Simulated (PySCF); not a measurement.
# FH₇OSi₃: electronic structure in real space, part 2 of 3

For FH₇OSi₃, the scripts below compute its lowest excited states, pull one bond apart with RHF, UHF and CASSCF and see where an electron leaves and enters.

PySCF 2.14.0; Gaussian basis, gas phase. The steps go on from the part before.

## (4) Stretching a bond (6-31g*)

Contents of input.py:

```python
import numpy as np
from pyscf import gto, scf, mcscf

mol = gto.M(atom='''
F      3.13530     0.00152    -0.07523
Si     1.67275    -0.68477     0.03855
Si     0.15228     1.03284    -0.00735
O     -1.32056     0.36041     0.11974
Si    -2.70320    -0.46029    -0.03914
H      1.68388    -1.63024    -1.08069
H      1.78995    -1.46874     1.27023
H      0.13029     1.81954    -1.24949
H      0.20999     1.97393     1.11937
H     -3.38014     0.05410    -1.22702
H     -3.45053    -0.20409     1.18834
H     -2.34233    -1.87023    -0.19042
''', basis='6-31g*', charge=0, spin=0, verbose=4)
# stretch the bond between atoms 2 and 6, from long to short, fragments rigid
a, b, move = 1, 5, [5]
xyz = mol.atom_coords(unit='Angstrom')
u = xyz[b] - xyz[a]
r0 = np.linalg.norm(u)
rows, last, dm_u = [], None, None
for r in [3.98, 3.12, 2.56, 2.2, 1.92, 1.7, 1.56, 1.42, 1.31]:
    new = xyz.copy()
    new[move] += u / r0 * (r - r0)
    m = mol.set_geom_(new, unit='Angstrom', inplace=False)
    rhf = scf.RHF(m).density_fit(auxbasis='def2-universal-jkfit').run()
    uhf = scf.UHF(m).density_fit(auxbasis='def2-universal-jkfit').newton()
    if dm_u is None:
        c = rhf.mo_coeff
        h = m.nelectron // 2 - 1
        ca, cb = c.copy(), c.copy()
        ca[:, h], cb[:, h] = (c[:, h] + c[:, h + 1]) / 2**.5, (c[:, h] - c[:, h + 1]) / 2**.5
        dm_u = np.array([x[:, :h + 1] @ x[:, :h + 1].T for x in (ca, cb)])
    uhf.kernel(dm0=dm_u)
    for _ in range(3):
        c, _, stable, _ = uhf.stability(return_status=True)
        if stable:
            break
        uhf.kernel(c, uhf.mo_occ)
    dm_u = uhf.make_rdm1()
    mc = mcscf.CASSCF(rhf, 2, 2)
    mc.natorb = True
    mc.fix_spin_(ss=0)
    guess = mcscf.addons.make_natural_orbitals(uhf)[1] if last is None else mcscf.project_init_guess(mc, last.mo_coeff, last.mol)
    mc.kernel(guess)
    last = mc
    act = slice(mc.ncore, mc.ncore + mc.ncas)
    print('r %.3f  RHF %.6f  UHF %.6f  <S^2> %.3f  CASSCF %.6f  occupations' % (r, rhf.e_tot, uhf.e_tot, uhf.spin_square()[0], mc.e_tot), mc.mo_occ[act].round(4))
    rows.append((new, rhf.e_tot, uhf.e_tot, uhf.spin_square()[0], mc.e_tot, mc.mo_occ[act], mc.mo_coeff[:, act], dm_u[0] - dm_u[1], rhf.converged and uhf.converged and mc.converged))
    np.savez('result.npz', **{k: [row[i] for row in rows] for i, k in enumerate('xyz rhf uhf s2 cas occ c spin ok'.split())})
```

Started as:

```console
> OMP_NUM_THREADS=1 python input.py
```

Log:

```text
[ENV] PYSCF_TMPDIR <dir>
[ENV] PYSCF_MAX_MEMORY 1375
[INPUT] verbose = 4
[INPUT] num. atoms = 12
[INPUT] num. electrons = 66
[INPUT] charge = 0
[INPUT] spin (= nelec alpha-beta = 2S) = 0
[INPUT] symmetry False subgroup None
[INPUT] Mole.unit = angstrom
[INPUT] Symbol           X                Y                Z      unit          X                Y                Z       unit  Magmom
[INPUT]  1 F      3.135300000000   0.001520000000  -0.075230000000 AA    5.924858318349   0.002872383709  -0.142164096351 Bohr   0.0
[INPUT]  2 Si     1.672750000000  -0.684770000000   0.038550000000 AA    3.161039374866  -1.294027758318   0.072848942102 Bohr   0.0
[INPUT]  3 Si     0.152280000000   1.032840000000  -0.007350000000 AA    0.287767494249   1.951784730496  -0.013889487016 Bohr   0.0
[INPUT]  4 O     -1.320560000000   0.360410000000   0.119740000000 AA   -2.495496731056   0.681076192554   0.226275806155 Bohr   0.0
[INPUT]  5 Si    -2.703200000000  -0.460290000000  -0.039140000000 AA   -5.108307659924  -0.869822037876  -0.073963880515 Bohr   0.0
[INPUT]  6 H      1.683880000000  -1.630240000000  -1.080690000000 AA    3.182072026633  -3.080707117311  -2.042208125556 Bohr   0.0
[INPUT]  7 H      1.789950000000  -1.468740000000   1.270230000000 AA    3.382515276665  -2.775516348194   2.400386815206 Bohr   0.0
[INPUT]  8 H      0.130290000000   1.819540000000  -1.249490000000 AA    0.246212416770   3.438432272691  -2.361193895383 Bohr   0.0
[INPUT]  9 H      0.209990000000   1.973930000000   1.119370000000 AA    0.396823588897   3.730187089063   2.115302732054 Bohr   0.0
[INPUT] 10 H     -3.380140000000   0.054100000000  -1.227020000000 AA   -6.387538862687   0.102234183339  -2.318731749364 Bohr   0.0
[INPUT] 11 H     -3.450530000000  -0.204090000000   1.188340000000 AA   -6.520556684595  -0.385674204762   2.245637142866 Bohr   0.0
[INPUT] 12 H     -2.342330000000  -1.870230000000  -0.190420000000 AA   -4.426362193352  -3.534222489945  -0.359841648640 Bohr   0.0

nuclear repulsion = 359.462033430748
number of shells = 50
number of NR pGTOs = 235
number of NR cGTOs = 96
basis = 6-31g*
ecp = {}
New geometry
   1 F      3.135300000000   0.001520000000  -0.075230000000 AA    5.924858318349   0.002872383709  -0.142164096351 Bohr
   2 Si     1.672750000000  -0.684770000000   0.038550000000 AA    3.161039374866  -1.294027758318   0.072848942102 Bohr
   3 Si     0.152280000000   1.032840000000  -0.007350000000 AA    0.287767494249   1.951784730496  -0.013889487016 Bohr
   4 O     -1.320560000000   0.360410000000   0.119740000000 AA   -2.495496731056   0.681076192554   0.226275806155 Bohr
   5 Si    -2.703200000000  -0.460290000000  -0.039140000000 AA   -5.108307659924  -0.869822037876  -0.073963880515 Bohr
   6 H      1.702983537122  -3.253045143070  -3.001754051032 AA    3.218172479803  -6.147364391248  -5.672493049755 Bohr
   7 H      1.789950000000  -1.468740000000   1.270230000000 AA    3.382515276665  -2.775516348194   2.400386815206 Bohr
   8 H      0.130290000000   1.819540000000  -1.249490000000 AA    0.246212416770   3.438432272691  -2.361193895383 Bohr
   9 H      0.209990000000   1.973930000000   1.119370000000 AA    0.396823588897   3.730187089063   2.115302732054 Bohr
  10 H     -3.380140000000   0.054100000000  -1.227020000000 AA   -6.387538862687   0.102234183339  -2.318731749364 Bohr
  11 H     -3.450530000000  -0.204090000000   1.188340000000 AA   -6.520556684595  -0.385674204762   2.245637142866 Bohr
  12 H     -2.342330000000  -1.870230000000  -0.190420000000 AA   -4.426362193352  -3.534222489945  -0.359841648640 Bohr

******** <class 'pyscf.df.df_jk.DFRHF'> ********
method = DFRHF
initial guess = minao
damping factor = 0
level_shift factor = 0
DIIS = <class 'pyscf.scf.diis.CDIIS'>
diis_start_cycle = 1
diis_space = 8
diis_damp = 0
SCF conv_tol = 1e-09
SCF conv_tol_grad = None
SCF max_cycles = 50
direct_scf = False
Set gradient conv threshold to 3.16228e-05
Initial guess from minao.
******** <class 'pyscf.df.df.DF'> ********
auxbasis = def2-universal-jkfit
init E= -1044.99979143318
[... the frontier-level lines of each cycle are left out ...]
cycle= 1 E= -1044.76174710352  delta_E= 0.238  |g|= 0.792  |ddm|= 2.93
cycle= 2 E= -1044.75458443971  delta_E= 0.00716  |g|= 0.643  |ddm|= 2.08
cycle= 3 E= -1044.96474503458  delta_E= -0.21  |g|= 0.193  |ddm|= 1.58
cycle= 4 E= -1044.99124676705  delta_E= -0.0265  |g|= 0.0509  |ddm|= 0.474
cycle= 5 E= -1044.99255845305  delta_E= -0.00131  |g|= 0.00796  |ddm|= 0.116
cycle= 6 E= -1044.99263782311  delta_E= -7.94e-05  |g|= 0.00286  |ddm|= 0.0361
cycle= 7 E= -1044.99264496494  delta_E= -7.14e-06  |g|= 0.00127  |ddm|= 0.0102
cycle= 8 E= -1044.99264613911  delta_E= -1.17e-06  |g|= 0.000329  |ddm|= 0.00384
cycle= 9 E= -1044.99264627786  delta_E= -1.39e-07  |g|= 9.04e-05  |ddm|= 0.00157
cycle= 10 E= -1044.99264628782  delta_E= -9.95e-09  |g|= 2.29e-05  |ddm|= 0.000378
cycle= 11 E= -1044.99264628836  delta_E= -5.45e-10  |g|= 5.19e-06  |ddm|= 8.36e-05
Extra cycle  E= -1044.99264628838  delta_E= -2.21e-11  |g|= 2.63e-06  |ddm|= 1.5e-05
converged SCF energy = -1044.99264628838

******** <class 'pyscf.soscf.newton_ah.SecondOrderDFUHF'> ********
method = SecondOrderDFUHF
initial guess = minao
damping factor = 0
level_shift factor = 0
DIIS = <class 'pyscf.scf.diis.CDIIS'>
diis_start_cycle = 1
diis_space = 8
diis_damp = 0
SCF conv_tol = 1e-09
SCF conv_tol_grad = None
SCF max_cycles = 50
direct_scf = False
number electrons alpha = 33  beta = 33
******** <class 'pyscf.df.df_jk.DFUHF'> Newton solver flags ********
SCF tol = 1e-09
conv_tol_grad = None
max. SCF cycles = 50
direct_scf = False
max_cycle_inner = 12
max_stepsize = 0.05
ah_start_tol = 1e+09
ah_level_shift = 0
ah_conv_tol = 1e-12
ah_lindep = 1e-14
ah_start_cycle = 1
ah_max_cycle = 40
ah_grad_trust_region = 2.5
kf_interval = 4
kf_trust_region = 5
canonicalization = True
Set conv_tol_grad to 3.16228e-05
******** <class 'pyscf.df.df.DF'> ********
auxbasis = def2-universal-jkfit
Initial guess E= -1045.11751356653  |g|= 0.0481588
macro= 0  E= -1045.12205135677  delta_E= -0.00453779  |g|= 3.82636e-05  4 KF 16 JK
macro= 1  E= -1045.12205135677  delta_E= 1.13687e-12  |g|= 6.35972e-06  1 KF 2 JK
Canonicalize SCF orbitals
macro X = 2  E=-1045.12205135677  |g|= 6.35972e-06  total 6 KF 21 JK
converged SCF energy = -1045.12205135677  <S^2> = 0.99816794  2S+1 = 2.2344287
uhf_internal: lowest eigs of H = [0.30375628 0.33290925 0.39288705]
<class 'pyscf.soscf.newton_ah.SecondOrderDFUHF'> wavefunction is stable in the internal stability analysis

******** <class 'pyscf.mcscf.df.DFCASSCF'> ********
CAS (1e+1e, 2o), ncore = 32, nvir = 62
max_cycle_macro = 50
max_cycle_micro = 4
conv_tol = 1e-07
conv_tol_grad = None
orbital rotation max_stepsize = 0.02
orbital rotation threshold for CI restart = 0.01
augmented hessian ah_max_cycle = 30
augmented hessian ah_conv_tol = 1e-12
augmented hessian ah_linear dependence = 1e-14
augmented hessian ah_level shift = 1e-08
augmented hessian ah_start_tol = 2.5
augmented hessian ah_start_cycle = 3
augmented hessian ah_grad_trust_region = 3
kf_trust_region = 3
kf_interval = 4
...
kf_trust_region = 5
canonicalization = True
Set conv_tol_grad to 3.16228e-05
******** <class 'pyscf.df.df.DF'> ********
auxbasis = def2-universal-jkfit
Initial guess E= -1045.22768968996  |g|= 0.0141626
macro= 0  E= -1045.2278734724  delta_E= -0.000183782  |g|= 0.00144924  2 KF 8 JK
macro= 1  E= -1045.2278734724  delta_E= -1.36424e-12  |g|= 1.21142e-05  1 KF 2 JK
Canonicalize SCF orbitals
macro X = 2  E=-1045.2278734724  |g|= 1.21142e-05  total 4 KF 13 JK
converged SCF energy = -1045.2278734724  <S^2> = -4.2632564e-14  2S+1 = 1
uhf_internal: lowest eigs of H = [0.35925105 0.52971847 0.6307577 ]
<class 'pyscf.soscf.newton_ah.SecondOrderDFUHF'> wavefunction is stable in the internal stability analysis

******** <class 'pyscf.mcscf.df.DFCASSCF'> ********
CAS (1e+1e, 2o), ncore = 32, nvir = 62
max_cycle_macro = 50
max_cycle_micro = 4
conv_tol = 1e-07
conv_tol_grad = None
orbital rotation max_stepsize = 0.02
orbital rotation threshold for CI restart = 0.01
augmented hessian ah_max_cycle = 30
augmented hessian ah_conv_tol = 1e-12
augmented hessian ah_linear dependence = 1e-14
augmented hessian ah_level shift = 1e-08
augmented hessian ah_start_tol = 2.5
augmented hessian ah_start_cycle = 3
augmented hessian ah_grad_trust_region = 3
kf_trust_region = 3
kf_interval = 4
ci_response_space = 4
ci_grad_trust_region = 3
with_dep4 0
natorb = True
canonicalization = True
sorting_mo_energy = False
ao2mo_level = 2
internal_rotation = False
******** <class 'pyscf.fci.addons.SpinPenaltyFCISolver'> ********
max. cycles = 50
conv_tol = 1e-08
davidson only = True
linear dependence = 1e-12
level shift = 0.001
max iter space = 12
nroots = 1
pspace_size = 400
spin = None
DFCASCI/DFCASSCF: density fitting for JK matrix and 2e integral transformation
CASCI E = -1045.22334396236  S^2 = 0.0000000
Set conv_tol_grad to 0.000316228
macro iter   1 ( 12 JK    4 micro), CASSCF E = -1045.23914619673  dE = -1.58022344e-02  S^2 = 0.0000000
               |grad[o]|=  0.5  |grad[c]|=0.0148  |ddm|=0.0106  |maxRot[o]|=0.024
macro iter   2 ( 12 JK    4 micro), CASSCF E = -1045.23919871452  dE = -5.25177979e-05  S^2 = 0.0000000
               |grad[o]|=0.0157  |grad[c]|=0.000213  |ddm|=0.00142  |maxRot[o]|=0.0198
macro iter   3 (  3 JK    1 micro), CASSCF E = -1045.23919885722  dE = -1.42698127e-07  S^2 = 0.0000000
               |grad[o]|=0.000115  |grad[c]|=2.03e-05  |ddm|=2.08e-05  |maxRot[o]|=0.00109
macro iter   4 (  3 JK    1 micro), CASSCF E = -1045.23919885820  dE = -9.80662662e-10  S^2 = 0.0000000
               |grad[o]|=3.29e-05  |grad[c]|=1.33e-05  |ddm|=1.54e-05  |maxRot[o]|=8.36e-05
1-step CASSCF converged in   4 macro ( 30 JK  10 micro) steps
CASSCF canonicalization
Natural occ [1.98813816 0.01186184]
Natural orbital (expansion on meta-Lowdin AOs) in CAS space
               #1        #2
0 F 1s          -0.00008   0.00007
0 F 2s          -0.02865   0.02081
0 F 3s          -0.00756   0.01804
0 F 2px          0.03511  -0.02847
0 F 2py          0.07490  -0.05659
0 F 2pz          0.07378  -0.06688
0 F 3px          0.00280  -0.00522
0 F 3py          0.01607  -0.03019
0 F 3pz          0.02018  -0.04187
0 F 3dxy        -0.00303   0.00753
0 F 3dyz         0.00148  -0.00839
0 F 3dz^2        0.00305  -0.01057
0 F 3dxz        -0.00267   0.00878
0 F 3dx2-y2     -0.00127   0.00445
1 Si 1s         -0.00014  -0.00030
1 Si 2s          0.00313  -0.00255
1 Si 3s          0.29727  -0.45626
1 Si 4s         -0.03389  -0.05733
1 Si 2px        -0.00073  -0.00025
1 Si 2py         0.00461   0.00017
1 Si 2pz         0.00537   0.00007
1 Si 3px        -0.00610   0.06195
1 Si 3py        -0.33170   0.31845
1 Si 3pz        -0.43054   0.42924
1 Si 4px        -0.00479   0.00027
1 Si 4py         0.06798  -0.03952
1 Si 4pz         0.07815  -0.03990
1 Si 3dxy        0.01252  -0.04696
1 Si 3dyz        0.07528  -0.10187
1 Si 3dz^2       0.03291  -0.05778
1 Si 3dxz        0.01498  -0.05723
1 Si 3dx2-y2    -0.02904   0.03345
2 Si 1s          0.00004   0.00000
2 Si 2s         -0.00007   0.00024
2 Si 3s         -0.04057   0.06432
2 Si 4s         -0.00193  -0.00873
2 Si 2px        -0.00036  -0.00011
2 Si 2py         0.00049   0.00013
2 Si 2pz         0.00004   0.00003
2 Si 3px        -0.03510   0.06300
2 Si 3py         0.03723  -0.05369
2 Si 3pz        -0.00840   0.03058
2 Si 4px         0.01257  -0.03895
2 Si 4py         0.00216   0.00839
2 Si 4pz         0.01019  -0.03363
2 Si 3dxy        0.01238  -0.02274
2 Si 3dyz        0.00737  -0.01005
2 Si 3dz^2       0.00828  -0.01696
2 Si 3dxz       -0.00065  -0.00576
2 Si 3dx2-y2    -0.00082  -0.00284
3 O 1s           0.00001  -0.00000
3 O 2s           0.00606  -0.00386
3 O 3s           0.00364  -0.00559
3 O 2px          0.00795  -0.00740
3 O 2py         -0.00282   0.00190
3 O 2pz          0.00598  -0.01098
3 O 3px          0.00487  -0.00308
3 O 3py         -0.00375  -0.00071
3 O 3pz         -0.00222   0.00671
3 O 3dxy         0.00019  -0.00177
3 O 3dyz        -0.00022   0.00181
3 O 3dz^2        0.00017  -0.00049
3 O 3dxz        -0.00121   0.00266
3 O 3dx2-y2      0.00093  -0.00191
4 Si 1s          0.00000  -0.00001
4 Si 2s          0.00005  -0.00006
4 Si 3s         -0.00165   0.00247
4 Si 4s          0.00051   0.00214
4 Si 2px        -0.00007   0.00007
4 Si 2py         0.00003  -0.00004
4 Si 2pz         0.00004  -0.00003
4 Si 3px         0.00074  -0.00307
4 Si 3py        -0.00276   0.00468
4 Si 3pz        -0.00059   0.00170
4 Si 4px        -0.00006   0.00370
4 Si 4py        -0.00026  -0.00354
4 Si 4pz        -0.00152   0.00637
4 Si 3dxy       -0.00096   0.00133
4 Si 3dyz       -0.00011   0.00048
4 Si 3dz^2       0.00085  -0.00199
4 Si 3dxz        0.00055  -0.00167
4 Si 3dx2-y2     0.00147  -0.00141
5 H 1s           0.75300   0.61026
5 H 2s          -0.04753  -0.25487
6 H 1s          -0.08072   0.07044
6 H 2s          -0.00849   0.00792
7 H 1s          -0.00109   0.00682
7 H 2s           0.00119  -0.00362
8 H 1s           0.03756  -0.06803
8 H 2s           0.00219  -0.00512
9 H 1s           0.00257  -0.00355
9 H 2s           0.00030   0.00042
10 H 1s          0.00173  -0.00283
10 H 2s          0.00064  -0.00158
11 H 1s         -0.00481   0.00702
11 H 2s         -0.00144   0.00534
<CAS-nat-orb|mo-hf>  33     29      -0.44325988
<CAS-nat-orb|mo-hf>  33     30      -0.49830538
<CAS-nat-orb|mo-hf>  34     80       0.47754806
CASSCF energy = -1045.23919885820
CASCI E = -1045.23919885820  E(CI) = -1.77806658078771  S^2 = 0.0000000
r 1.310  RHF -1045.227873  UHF -1045.227873  <S^2> -0.000  CASSCF -1045.239199  occupations [1.9881 0.0119]
```

Run time: 8 min. Hardware: 1 thread of Intel Xeon at 2.50GHz (Skylake/Cascade Lake), shared host; peak memory 0.38 GiB.

## (5) Analysis of result.npz

Energies in eV, each from its own lowest point:

```
Si2–H6 (Å)   RHF   UHF  CASSCF  ⟨S²⟩ (UHF)  unpaired electrons (CASSCF)
      3.98  6.73  3.21    3.60        1.00                         1.87
      3.12  5.02  3.13    3.29        0.93                         1.06
      2.56  3.40  2.82    2.52        0.67                         0.29
      2.20  2.13  2.11    1.65        0.15                         0.08
      1.92  1.08  1.08    0.83        0.00                         0.02
      1.70  0.34  0.34    0.23        0.00                         0.01
      1.56  0.03  0.03    0.00        0.00                         0.00
      1.42  0.00  0.00    0.04        0.00                         0.00
      1.31  0.33  0.33    0.40        0.00                         0.00
```

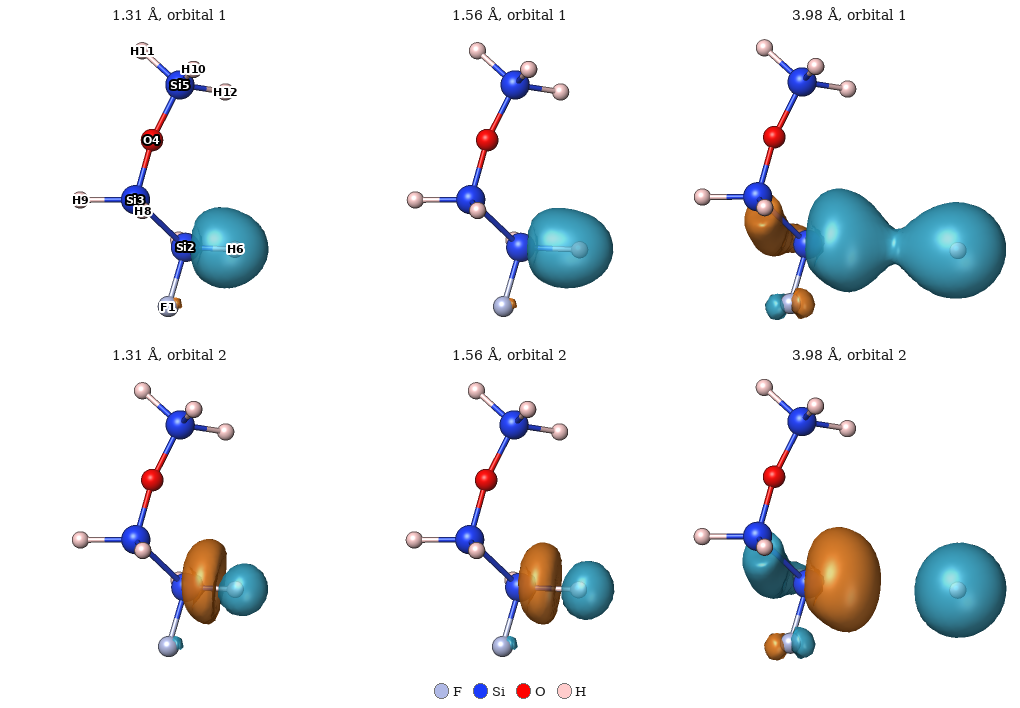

Rigid stretch of the Si2–H6 bond. The two CASSCF(2,2) natural orbitals nearest half filling (orbital 1 the more occupied).

> How do the occupations change along the stretch?

1.31 Å: 1.99 and 0.01; 1.56 Å: 1.98 and 0.02; 3.98 Å: 1.18 and 0.82. At the longest distance computed (3.98 Å) they are 1.18 and 0.82, and the effective number of unpaired electrons is 1.9.

> Where does the UHF solution part from RHF?

Between 1.92 Å (⟨S²⟩ = 0, the two coincide) and 2.20 Å (⟨S²⟩ = 0.15); at 3.98 Å ⟨S²⟩ is 1.00 and UHF lies 3.5 eV below RHF.

> How much energy does the stretch cost?

By CASSCF, 3.6 eV from the lowest point of the scan (1.56 Å) to 3.98 Å; RHF gives 6.7 eV from its own lowest point. The fragments aren't relaxed and dynamic correlation is missing, so this isn't a bond dissociation energy.

[end of part 2 of 3]
